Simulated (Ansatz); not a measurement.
# One shape, several levels: doublet CH4BClS+

Wanted: a comparison of 5 runs (U-revPBE/cc-pVDZ, U-wB97X/cc-pVDZ, UPBE/cc-pVDZ, USVWN5/cc-pVDZ, UCCSD/cc-pVDZ) of doublet CH4BClS+. 

The calculation is run with Ansatz 0.2.0.

94 further runs of the same task are left out: 94 set aside as unsound or not needed.

### 1 The structure to begin with

CH4BClS+ has 8 atoms, charge +1, and is taken as a doublet. As SMILES of the parent species, `CSBCl`. Geometry: relaxed at PBE0-D4/def2-TZVP. This is one conformer, not always the lowest. That shape belongs to the parent species and isn't relaxed for this state.

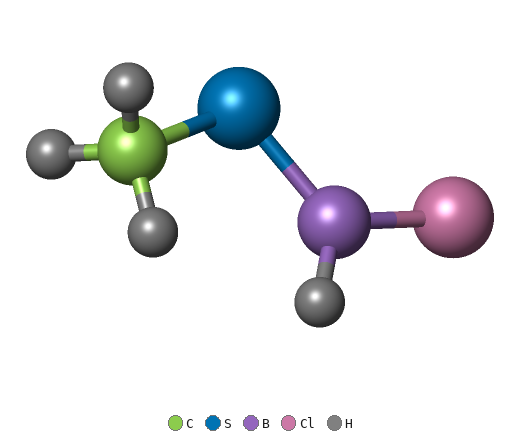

The structure, seen from a chosen angle (carbon green, sulfur blue, boron purple, chlorine pink, hydrogen grey).

### 2 The energy at U-revPBE/cc-pVDZ (run 1)

File molecule.yaml:

```yaml
crystal:
  periodic: [false, false, false]
  atoms:
    - {symbol: C, position_ang: [-0.471000, 1.184200, 0.216300]}
    - {symbol: S, position_ang: [0.979400, 0.341100, -0.461900]}
    - {symbol: B, position_ang: [0.578900, -1.367600, -0.269600]}
    - {symbol: Cl, position_ang: [1.728300, -2.572200, -0.805600]}
    - {symbol: H, position_ang: [-1.201900, 0.455300, 0.560900]}
    - {symbol: H, position_ang: [-0.157800, 1.812600, 1.049100]}
    - {symbol: H, position_ang: [-0.912200, 1.808700, -0.559500]}
    - {symbol: H, position_ang: [-0.451500, -1.719100, 0.214500]}
basis:
  gaussian:
    orbitals: cc-pVDZ
total_charge: 1
magnetization:
  spin_polarized: true
  initial_magnetization: 1
hamiltonian:
  xc: {name: revPBE}
accuracy: high
output: {orbitals: {seedname: orbitals}}
```

Launch:

```console
$ ansatz run molecule.yaml --threads 1 --pin off --max-ram 2610MiB --events-out events.jsonl --progress --plain --runs-dir runs
```

Output:

```text
Warning: RAYON_NUM_THREADS=1 ignored (pool sized by the plan → 1); use --threads N
Functional definition: revPBE
  name "revPBE"
  parameter kappa = 1.245
  parameter beta = 0.06672455060314922
  exchange = pbe_x(kappa = kappa, mu = beta*pi^2/3)
  correlation = pbe_c(beta = beta)
1973 factors; integrals over basis functions are off by at most 6.8e-9 eV
mean field evaluation 1: about -25115.0916 eV, gradient 4.1e1 eV
mean field evaluation 2: about -25092.2918 eV, gradient 6.6e1 eV
mean field evaluation 4: about -25123.9735 eV, gradient 4.4e0 eV
mean field evaluation 8: about -25124.1039 eV, gradient 7.0e-1 eV
mean field evaluation 16: about -25124.1004 eV, gradient 4.4e-4 eV
mean field evaluation 32: about -25124.0138 eV, gradient 1.1e0 eV
mean field -25124.10039742 eV, -923.2936598782 hartree, gradient 7.0e-8 eV, S^2 0.754003; 4 other end points of the search recorded, 0 dependent functions left out
reference -25124.10040128 eV, -923.2936600200 hartree; 24, 23 occupied and 60, 61 virtual orbitals, 1973 factors
Total energy: -25124.10040128 eV, -923.2936600200 hartree
```

Wall time 15 s (1 thread of Arm Neoverse V1, shared host); peak memory 0.27 GiB.

### 3 The energy at U-wB97X/cc-pVDZ (run 2)

File run.yaml:

```yaml
crystal:
  periodic: [false, false, false]
  atoms:
    - {symbol: C, position_ang: [-0.471000, 1.184200, 0.216300]}
    - {symbol: S, position_ang: [0.979400, 0.341100, -0.461900]}
    - {symbol: B, position_ang: [0.578900, -1.367600, -0.269600]}
    - {symbol: Cl, position_ang: [1.728300, -2.572200, -0.805600]}
    - {symbol: H, position_ang: [-1.201900, 0.455300, 0.560900]}
    - {symbol: H, position_ang: [-0.157800, 1.812600, 1.049100]}
    - {symbol: H, position_ang: [-0.912200, 1.808700, -0.559500]}
    - {symbol: H, position_ang: [-0.451500, -1.719100, 0.214500]}
basis:
  gaussian: {orbitals: cc-pVDZ}
total_charge: 1
magnetization: {spin_polarized: true, initial_magnetization: 1}
hamiltonian: {xc: {name: wB97X}}
accuracy: high
output: {orbitals: {seedname: orbitals}}
```

Launch:

```console
$ ansatz run run.yaml --threads 1 --pin off --max-ram 2610MiB --events-out events.jsonl --progress --plain --runs-dir runs
```

Output, cut to the lines that bear on the results:

```text
Warning: RAYON_NUM_THREADS=1 ignored (pool sized by the plan → 1); use --threads N
Functional definition: wB97X
  name "wB97X"
[...]
      + exact_x_lr(omega)
[...]
      + integral(e_c_pw_opposite_spin*poly(b97_u_opposite, 1, cos1, cos2, cos3, cos4))
1973 factors; integrals over basis functions are off by at most 6.8e-9 eV
378 factors; integrals over basis functions are off by at most 2.6e-9 eV
[...]
mean field -25127.97820765 eV, -923.4361667759 hartree, gradient 5.2e-8 eV, S^2 0.758312; 2 other end points of the search recorded, 0 dependent functions left out
reference -25127.97820509 eV, -923.4361666816 hartree; 24, 23 occupied and 60, 61 virtual orbitals, 1973 factors
Total energy: -25127.97820509 eV, -923.4361666816 hartree
```

It took 81 s on 1 thread of Arm Neoverse V1, shared host; peak memory 0.83 GiB.

### 4 A single-point energy at UPBE/cc-pVDZ (run 3)

File in.yaml:

```yaml
crystal:
  periodic: [false, false, false]
  atoms:
    - {symbol: C, position_ang: [-0.471000, 1.184200, 0.216300]}
    - {symbol: S, position_ang: [0.979400, 0.341100, -0.461900]}
    - {symbol: B, position_ang: [0.578900, -1.367600, -0.269600]}
    - {symbol: Cl, position_ang: [1.728300, -2.572200, -0.805600]}
    - {symbol: H, position_ang: [-1.201900, 0.455300, 0.560900]}
    - {symbol: H, position_ang: [-0.157800, 1.812600, 1.049100]}
    - {symbol: H, position_ang: [-0.912200, 1.808700, -0.559500]}
    - {symbol: H, position_ang: [-0.451500, -1.719100, 0.214500]}
basis:
  gaussian:
    orbitals: cc-pVDZ
total_charge: 1
magnetization:
  spin_polarized: true
  initial_magnetization: 1
hamiltonian:
  xc: pbe
accuracy: high
output: {orbitals: {seedname: orbitals}}
```

Launch:

```console
$ ansatz run in.yaml --threads 1 --pin off --max-ram 2610MiB --events-out events.jsonl --progress --plain --runs-dir runs
```

Output:

```text
Warning: RAYON_NUM_THREADS=1 ignored (pool sized by the plan → 1); use --threads N
Functional definition: PBE
  name "PBE"
  parameter kappa = 0.804
  parameter beta = 0.06672455060314922
  exchange = pbe_x(kappa = kappa, mu = beta*pi^2/3)
  correlation = pbe_c(beta = beta)
1973 factors; integrals over basis functions are off by at most 6.8e-9 eV
mean field evaluation 1: about -25106.7768 eV, gradient 4.3e1 eV
mean field evaluation 2: about -25083.2073 eV, gradient 6.7e1 eV
mean field evaluation 4: about -25116.1401 eV, gradient 4.6e0 eV
mean field evaluation 8: about -25116.2827 eV, gradient 7.1e-1 eV
mean field evaluation 16: about -25116.2793 eV, gradient 4.0e-4 eV
mean field evaluation 32: about -25116.1951 eV, gradient 1.1e0 eV
mean field -25116.27929760 eV, -923.0062397612 hartree, gradient 6.6e-8 eV, S^2 0.753678; 4 other end points of the search recorded, 0 dependent functions left out
reference -25116.27930070 eV, -923.0062398751 hartree; 24, 23 occupied and 60, 61 virtual orbitals, 1973 factors
Total energy: -25116.27930070 eV, -923.0062398751 hartree
```

Run time: 15 s. Hardware: 1 thread of Arm Neoverse V1, shared host; peak memory 0.27 GiB.

Run 4 isn't shown in full; the table further down has it.

### 5 A single-point energy at UCCSD/cc-pVDZ (run 5)

File molecule.yaml:

```yaml
crystal:
  periodic: [false, false, false]
  atoms:
    - symbol: C
      position_ang: [-0.471000, 1.184200, 0.216300]
    - symbol: S
      position_ang: [0.979400, 0.341100, -0.461900]
    - symbol: B
      position_ang: [0.578900, -1.367600, -0.269600]
    - symbol: Cl
      position_ang: [1.728300, -2.572200, -0.805600]
    - symbol: H
      position_ang: [-1.201900, 0.455300, 0.560900]
    - symbol: H
      position_ang: [-0.157800, 1.812600, 1.049100]
    - symbol: H
      position_ang: [-0.912200, 1.808700, -0.559500]
    - symbol: H
      position_ang: [-0.451500, -1.719100, 0.214500]
basis:
  gaussian:
    orbitals: cc-pVDZ
total_charge: 1
magnetization:
  spin_polarized: true
  initial_magnetization: 1
correlation:
  method: ccsd
  frozen_orbitals: {B: 1, C: 1, Cl: 5, H: 0, S: 5}
accuracy: high
scf:
  omitted_lower_state_checks: [cluster_reference, increment]
```

Launch:

```console
$ ansatz run molecule.yaml --threads 1 --pin off --max-ram 2610MiB --events-out events.jsonl --progress --plain --runs-dir runs
```

Output, cut to the lines that bear on the results:

```text
Warning: RAYON_NUM_THREADS=1 ignored (pool sized by the plan → 1); use --threads N
Functional definition: HF
  name "HF"
[...]
1973 factors; integrals over basis functions are off by at most 6.8e-9 eV
[...]
mean field -25079.49281627 eV, -921.6543615072 hartree, gradient 2.4e-8 eV, S^2 0.762717; 3 other end points of the search recorded, 0 dependent functions left out
12 core orbitals not correlated: weight in the atoms' cores, before any rotation towards them, 1.000 or more for the frozen orbitals, at most 0.000 for the correlated occupied ones
reference -25079.49281627 eV, -921.6543615072 hartree; 12, 11 occupied and 60, 61 virtual orbitals, 1973 factors
second order -12.68197821 eV of doubles, -0.00000000 eV of singles
cycle   1  -13.67404495 eV  change   -9.9e-1 eV  update   9.9e-2
[...]
cycle  25  -14.18042018 eV  change   8.2e-10 eV  update   2.5e-9
Total energy: -25093.67323645 eV, -922.1754823369 hartree
Checks for a lower state left out: cluster_reference, increment
```

It took 51 s on 1 thread of Arm Neoverse V1, shared host; peak memory 0.78 GiB.

### 6 The series

| run | level | frozen core orbitals | energy (Eh) | HOMO energy (eV) | LUMO energy (eV) | ⟨S²⟩ | wall time |
| --- | --- | --- | --- | --- | --- | --- | --- |
| 1 | U-revPBE/cc-pVDZ | – | -923.293660 | -12.90 | -12.68 | 0.754 | 15 s |
| 2 | U-wB97X/cc-pVDZ | – | -923.436167 | -16.61 | -9.97 | 0.758 | 81 s |
| 3 | UPBE/cc-pVDZ | – | -923.006240 | -12.93 | -12.74 | 0.754 | 15 s |
| 4 | USVWN5/cc-pVDZ | – | -919.935677 | -13.00 | -12.99 | 0.752 | 8.7 s |
| 5 | UCCSD/cc-pVDZ | 12 | -922.175482 | – | – | 0.763 | 51 s |

### 7 Summary of results

```
                                           quantity          value
                                run 5: total energy  -922.17548 Eh
run 5: correlation energy (12 core orbitals frozen)     -521.1 mEh
           run 5: ⟨S²⟩ of the reference determinant          0.763
                               run 5: T1 diagnostic          0.024
```

**Reading.** Totals of different functionals can't be ranked against each other. All runs together took 2.8 min, the longest 81 s.
